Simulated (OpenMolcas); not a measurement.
# Relativistic diatomic calculation for AlMg (part 2 of 2)

The same run, continued: AlMg. Method: SA-CASSCF(5,8)/XMS-CASPT2 + RASSI spin-orbit (X2C scalar, AMFI), ANO-RCC-VTZP (OpenMolcas).

The program's output (extracts), continued:
```
++ Dipole transition strengths (spin-free states):
     for osc. strength at least  1.00000000E-05
      From   To        Osc. strength     Einstein coefficients Ax, Ay, Az (sec-1)    Total A (sec-1)
         1    7       4.25997201E-04  1.04279898E+03  7.50806681E+01  0.00000000E+00  1.11787964E+03
         1    3       3.03378739E-03  0.00000000E+00  0.00000000E+00  4.75289727E+05  4.75289727E+05
         1    4       1.55596118E-04  0.00000000E+00  0.00000000E+00  2.43765841E+04  2.43765841E+04
         1    8       8.98333687E-04  1.94617022E+05  1.49888544E+04  0.00000000E+00  2.09605876E+05
         1    9       8.98931316E-04  1.50187602E+04  1.95004096E+05  0.00000000E+00  2.10022856E+05
         1    5       2.16493723E-03  0.00000000E+00  0.00000000E+00  5.26778262E+05  5.26778262E+05
         1    6       1.40807277E-04  0.00000000E+00  0.00000000E+00  3.42616164E+04  3.42616164E+04
         1   11       1.10542676E-03  1.90763960E+04  2.62414596E+05  0.00000000E+00  2.81490992E+05
         1   12       2.07817899E-03  7.06531253E+05  5.07960418E+04  0.00000000E+00  7.57327295E+05
         1   13       7.59240009E-03  2.70790503E+05  3.76947508E+06  0.00000000E+00  4.04026558E+06
         2    7       4.25995108E-04  7.50798895E+01  1.04279313E+03  0.00000000E+00  1.11787302E+03
         2    3       1.55598678E-04  0.00000000E+00  0.00000000E+00  2.43769369E+04  2.43769369E+04
         2    4       3.03380549E-03  0.00000000E+00  0.00000000E+00  4.75293380E+05  4.75293380E+05
         2    8       8.98334926E-04  1.49892138E+04  1.94616929E+05  0.00000000E+00  2.09606143E+05
         2    9       8.98922068E-04  1.95001791E+05  1.50188826E+04  0.00000000E+00  2.10020673E+05
         2    5       1.40787642E-04  0.00000000E+00  0.00000000E+00  3.42568184E+04  3.42568184E+04
         2    6       2.16515991E-03  0.00000000E+00  0.00000000E+00  5.26832648E+05  5.26832648E+05
         2   11       1.10542025E-03  2.62413698E+05  1.90756081E+04  0.00000000E+00  2.81489307E+05
         2   12       2.07816449E-03  5.07952738E+04  7.06526673E+05  0.00000000E+00  7.57321947E+05
         2   13       7.59240960E-03  3.76947983E+06  2.70790526E+05  0.00000000E+00  4.04027036E+06
         7    3       1.55129602E-03  1.44118864E+05  4.00785446E+04  0.00000000E+00  1.84197409E+05
         7    4       1.55128634E-03  4.00785155E+04  1.44118136E+05  0.00000000E+00  1.84196652E+05
         7    5       4.65728130E-03  6.91835660E+05  2.18239504E+05  0.00000000E+00  9.10075164E+05
         7    6       4.65716226E-03  2.18235424E+05  6.91816978E+05  0.00000000E+00  9.10052402E+05
         7   10       1.22496095E-02  0.00000000E+00  0.00000000E+00  2.40444231E+06  2.40444231E+06
         7   12       4.03761211E-02  0.00000000E+00  0.00000000E+00  1.23225911E+07  1.23225911E+07
        14   18       5.28372383E-04  4.23785490E+02  1.36486320E+02  0.00000000E+00  5.60271810E+02
        14   19       3.48082510E-03  1.27544162E+05  3.27188780E+05  0.00000000E+00  4.54732942E+05
        14   20       3.48373165E-03  3.28009032E+05  1.27863793E+05  0.00000000E+00  4.55872825E+05
        14   21       2.09751285E-03  2.23690605E+05  6.79131415E+04  0.00000000E+00  2.91603746E+05
        14   22       3.98297883E-03  1.35899323E+05  4.34684582E+05  0.00000000E+00  5.70583905E+05
        14   16       1.13008878E-02  0.00000000E+00  0.00000000E+00  1.89946691E+06  1.89946691E+06
        14   17       4.71484685E-02  0.00000000E+00  0.00000000E+00  7.92477287E+06  7.92477287E+06
        15   18       5.28372356E-04  1.36486179E+02  4.23785264E+02  0.00000000E+00  5.60271443E+02
        15   19       3.48082308E-03  3.27188453E+05  1.27544202E+05  0.00000000E+00  4.54732654E+05
        15   20       3.48372857E-03  1.27863827E+05  3.28008570E+05  0.00000000E+00  4.55872397E+05
        15   21       2.09751380E-03  6.79130968E+04  2.23690766E+05  0.00000000E+00  2.91603863E+05
        15   22       3.98297936E-03  4.34684684E+05  1.35899267E+05  0.00000000E+00  5.70583951E+05
        15   16       4.71484666E-02  0.00000000E+00  0.00000000E+00  7.92477102E+06  7.92477102E+06
        15   17       1.13008854E-02  0.00000000E+00  0.00000000E+00  1.89946670E+06  1.89946670E+06
        18   21       3.91764793E-02  0.00000000E+00  0.00000000E+00  4.53667098E+06  4.53667098E+06
        18   16       1.54545161E-04  7.62332701E+01  2.19373516E+04  0.00000000E+00  2.20135849E+04
        18   17       1.54545841E-04  2.19374525E+04  7.62329013E+01  0.00000000E+00  2.20136854E+04
         3    8       2.18330879E-04  1.28983404E+03  3.71456715E+02  0.00000000E+00  1.66129076E+03
         3    9       2.19129450E-04  3.75553313E+02  1.30404949E+03  0.00000000E+00  1.67960280E+03
         3    5       8.28864193E-03  0.00000000E+00  0.00000000E+00  7.87414872E+04  7.87414872E+04
         3   10       1.09670133E-04  8.32952616E+02  2.30224548E+02  0.00000000E+00  1.06317716E+03
         3   11       1.91403718E-05  4.70901294E+01  1.79538558E+02  0.00000000E+00  2.26628687E+02
         3   12       8.36992942E-04  2.83549979E+04  7.80832881E+03  0.00000000E+00  3.61633267E+04
         3   13       3.17690204E-04  7.62119900E+03  2.77497964E+04  0.00000000E+00  3.53709954E+04
         4    8       2.18331558E-04  3.71453051E+02  1.28982893E+03  0.00000000E+00  1.66128198E+03
         4    9       2.19129892E-04  1.30404477E+03  3.75547373E+02  0.00000000E+00  1.67959214E+03
         4    6       8.28883932E-03  0.00000000E+00  0.00000000E+00  7.87429668E+04  7.87429668E+04
         4   10       1.09667410E-04  2.30219118E+02  8.32923736E+02  0.00000000E+00  1.06314285E+03
         4   11       1.91409328E-05  1.79538742E+02  4.70950624E+01  0.00000000E+00  2.26633804E+02
         4   12       8.36988369E-04  7.80822395E+03  2.83547777E+04  0.00000000E+00  3.61630017E+04
         4   13       3.17695591E-04  2.77502314E+04  7.62128624E+03  0.00000000E+00  3.53715177E+04
         8    5       5.62240098E-05  4.43803922E+00  1.45481790E+00  0.00000000E+00  5.89285712E+00
         8    6       5.62238401E-05  1.45483632E+00  4.43814250E+00  0.00000000E+00  5.89297881E+00
         9    5       5.44694005E-05  1.32281385E+00  4.03539639E+00  0.00000000E+00  5.35821024E+00
         9    6       5.44695919E-05  4.03549817E+00  1.32286181E+00  0.00000000E+00  5.35835998E+00
         5   11       3.76773483E-05  1.15924854E+00  3.69085318E+00  0.00000000E+00  4.85010172E+00
         5   12       1.15603297E-03  1.07245748E+04  3.36369799E+03  0.00000000E+00  1.40882728E+04
         5   13       4.64547327E-04  6.18502046E+03  1.97335838E+04  0.00000000E+00  2.59186043E+04
         6   11       3.76772556E-05  3.69075324E+00  1.15923295E+00  0.00000000E+00  4.84998619E+00
         6   12       1.15602162E-03  3.36366052E+03  1.07244431E+04  0.00000000E+00  1.40881036E+04
         6   13       4.64555483E-04  1.97339542E+04  6.18507861E+03  0.00000000E+00  2.59190328E+04
        10   12       2.66564985E-03  0.00000000E+00  0.00000000E+00  3.19042759E+04  3.19042759E+04
        11   13       9.01181374E-03  0.00000000E+00  0.00000000E+00  4.55656074E+05  4.55656074E+05
        19   16       1.43416034E-04  3.34293536E+02  3.56259752E+00  0.00000000E+00  3.37856134E+02
        19   17       1.43416254E-04  3.56260016E+00  3.34294467E+02  0.00000000E+00  3.37857067E+02
        20   16       1.42524678E-04  3.49648524E+00  3.28098271E+02  0.00000000E+00  3.31594756E+02
        20   17       1.42524464E-04  3.28098165E+02  3.49650411E+00  0.00000000E+00  3.31594669E+02
        21   16       3.11293963E-04  1.75391187E+00  4.27139940E+02  0.00000000E+00  4.28893851E+02
        21   17       3.11294117E-04  4.27140838E+02  1.75391596E+00  0.00000000E+00  4.28894754E+02
        22   16       4.33638599E-05  4.26928130E+01  2.96494279E-01  0.00000000E+00  4.29893073E+01
        22   17       4.33638210E-05  2.96495172E-01  4.26928550E+01  0.00000000E+00  4.29893502E+01
 Electric-quadrupole - electric-quadrupole not included
 Electric-dipole - electric-octupole not included
 Electric-dipole - magnetic-quadrupole not included
   Eigenvalues of complex Hamiltonian:
  (Shifted by EMIN (a.u.) =       -442.6763239506)
 SO State       Relative EMIN(au)   Rel lowest level(eV)    D:o, cm**(-1)      Omega
     1            -0.0001292854        0.0000000000              0.0000         0.5
     2            -0.0001292854        0.0000000000              0.0000         0.5
     3             0.0001270849        0.0069761915             56.2668         1.5
     4             0.0001270849        0.0069761915             56.2668         1.5
     5             0.0090387861        0.2494759349           2012.1591         0.5
     6             0.0090387861        0.2494759349           2012.1591         0.5
     7             0.0533242883        1.4545458393          11731.7034         0.5
     8             0.0533242883        1.4545458393          11731.7034         0.5
     9             0.0534078289        1.4568190952          11750.0384         0.5
    10             0.0534078289        1.4568190952          11750.0384         0.5
    11             0.0534921479        1.4591135316          11768.5443         1.5
    12             0.0534921479        1.4591135316          11768.5443         1.5
    13             0.0535772695        1.4614298097          11787.2263         2.5
    14             0.0535772695        1.4614298097          11787.2263         2.5
    15             0.0591961424        1.6143271303          13020.4264         0.5
    16             0.0591961424        1.6143271303          13020.4264         0.5
    17             0.0591962877        1.6143310829          13020.4583         1.5
    18             0.0591962877        1.6143310829          13020.4583         1.5
    19             0.0697959493        1.9027625712          15346.8151         0.5
    20             0.0697959493        1.9027625712          15346.8151         0.5
    21             0.0698602256        1.9045116184          15360.9221         1.5
    22             0.0698602256        1.9045116184          15360.9221         1.5
    23             0.0852156093        2.3223528929          18731.0393         2.2
    24             0.0852156093        2.3223528929          18731.0393         2.2
    25             0.0852750101        2.3239692718          18744.0763         1.9
    26             0.0852750101        2.3239692718          18744.0763         1.9
    27             0.0870034291        2.3710019502          19123.4204         0.5
    28             0.0870034291        2.3710019502          19123.4204         0.5
    29             0.0870375322        2.3719299408          19130.9052         1.5
    30             0.0870375322        2.3719299408          19130.9052         1.5
    31             0.0872004973        2.3763644484          19166.6719         0.5
    32             0.0872004973        2.3763644484          19166.6719         0.5
    33             0.0890295259        2.4261348522          19568.0972         0.5
    34             0.0890295259        2.4261348522          19568.0972         0.5
    35             0.1064996956        2.9015223873          23402.3563         0.5
    36             0.1064996956        2.9015223873          23402.3563         0.5
    37             0.1170105925        3.1875384638          25709.2315         0.5
    38             0.1170105925        3.1875384638          25709.2315         0.5
    39             0.1171615216        3.1916454536          25742.3566         1.5
    40             0.1171615216        3.1916454536          25742.3566         1.5
    41             0.1173244663        3.1960794042          25778.1189         2.5
    42             0.1173244663        3.1960794042          25778.1189         2.5
    43             0.1174756724        3.2001939327          25811.3048         3.5
    44             0.1174756724        3.2001939327          25811.3048
```

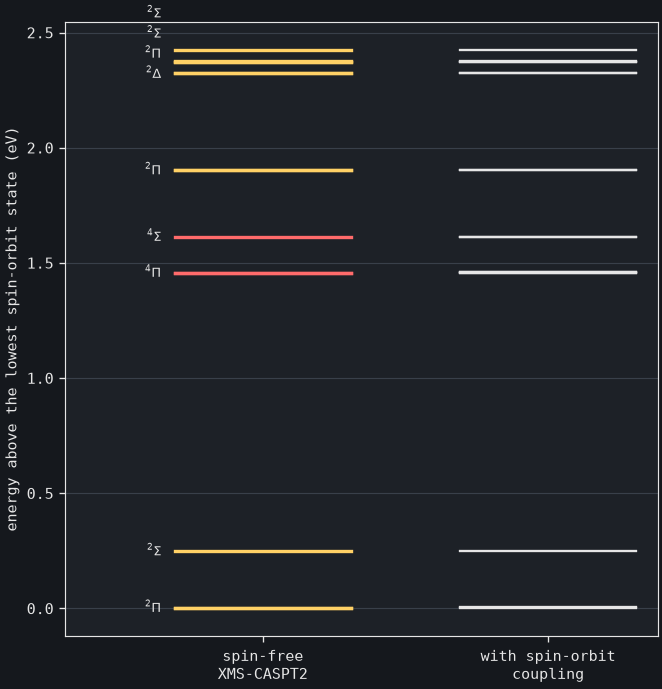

States up to 2.5 eV at 2.908 Å, without spin-orbit coupling (left, a colour for each spin multiplicity) and with it (right, where close levels merge). The spin-free states run ²Π (0.00 eV), ²Σ (0.25 eV), ⁴Π (1.45 eV), ⁴Σ (1.61 eV), ²Π (1.90 eV), ²Δ (2.32 eV) from the lowest. The lowest spin-orbit levels have |Ω| = 1/2 (0 cm⁻¹), 3/2 (56 cm⁻¹), 1/2 (2,012 cm⁻¹), 1/2 (11,732 cm⁻¹), 1/2 (11,750 cm⁻¹).

Outcome of the run: converged; components of a degenerate state are split by 12 cm⁻¹.
